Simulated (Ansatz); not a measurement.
## Electronic structure of AsH$_{8}$NOSi$_{2}$ (SMILES N[Si](O)([SiH3])[AsH2]) in real space

| atom | x (Å) | y (Å) | z (Å) |
| --- | --- | --- | --- |
| N | -1.8263 | -0.6402 | 0.5583 |
| Si | -0.1283 | -0.3860 | 0.4174 |
| O | 0.7190 | -1.7947 | 0.7766 |
| Si | 0.3411 | 0.2864 | -1.7871 |
| As | 0.3937 | 1.2682 | 2.0671 |
| H | -2.2496 | -0.7377 | 1.4772 |
| H | -2.3120 | -1.2147 | -0.1248 |
| H | 1.6741 | -1.7833 | 0.6359 |
| H | 1.8218 | 0.3284 | -1.9975 |
| H | -0.2355 | -0.6683 | -2.7851 |
| H | -0.2086 | 1.6476 | -2.0598 |
| H | 0.1431 | 2.4310 | 1.1047 |
| H | 1.8878 | 1.2284 | 1.7322 |

Method: RKS B3LYP-D4/def2-SVP in Ansatz 0.2.0.

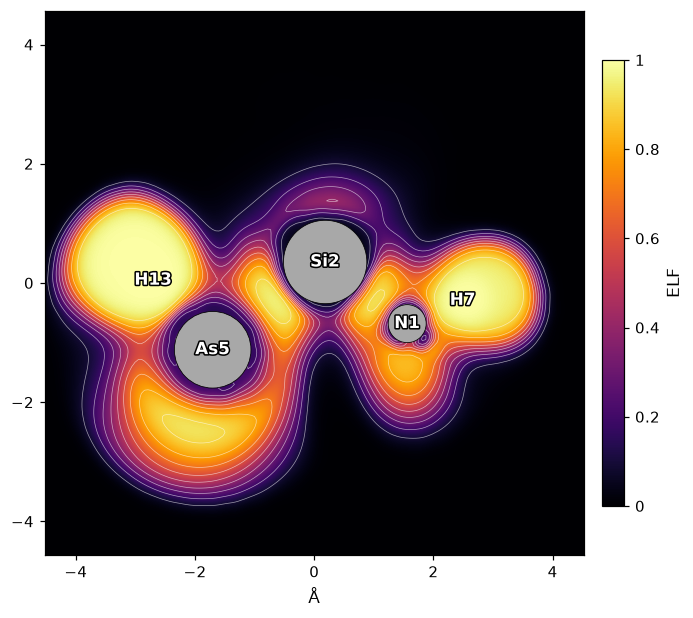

Figure 1. Electron localisation function on the plane of atoms Si2, As5 and H13. Grey discs cover the atomic cores.

> Describe what can be read from this map.

Atoms in the plane: N, Si, As and H. Si–N (1.72 Å): the ELF peaks at about 0.90 between the atoms (a shared but strongly polarised pair). Si–As (2.39 Å): the ELF peaks at about 0.95 between the atoms, as expected for a covalent bond. N–H (1.02 Å): the ELF climbs to about 1 towards the hydrogen, as it does in any bond to H: an ordinary covalent bond to hydrogen. The ELF also peaks beside As5, away from the bonds: lone-pair regions.

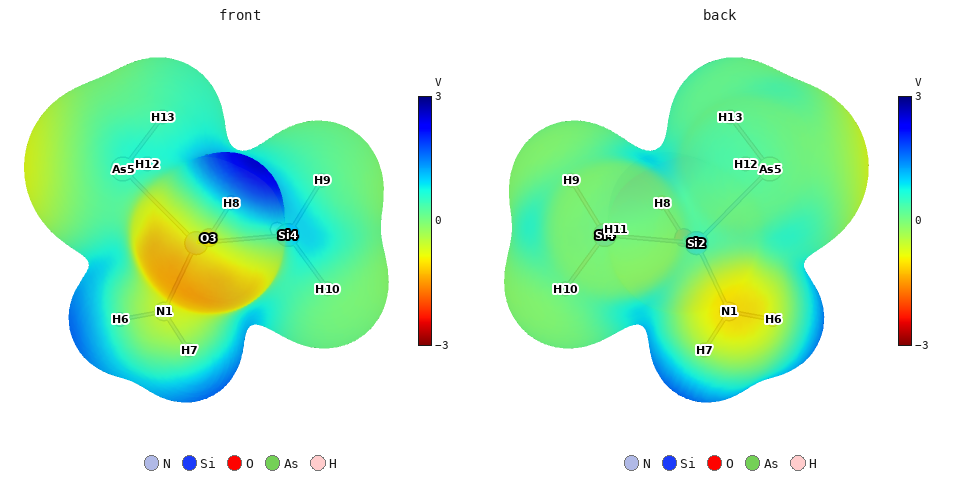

Figure 2. The molecular electrostatic potential painted on the density surface at 0.002 e/bohr³, seen from the front and from behind; red is negative and blue positive.

> Which sites attract a positive test charge, and which a negative one?

A positive charge is drawn to the negative regions and a negative charge to the positive ones. The most negative region (about −1.4 V) lies over O3, the most positive (about +2.4 V) over H8. O3 is the likeliest acceptor of a hydrogen bond.

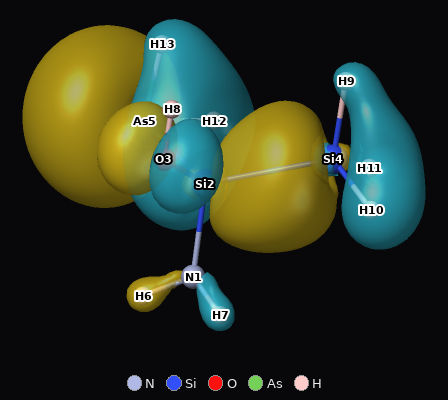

Figure 3. The HOMO at ±0.06 Å⁻³ᐟ² (yellow and cyan are the two phases), seen at a tilt.

> Where does this orbital lie, and at what energy?

Its weight (Hirshfeld) is mainly on As5 (about 50 %), Si2 (about 15 %), Si4 (about 15 %) and O3 (about 10 %). Its energy is −6.56 eV.
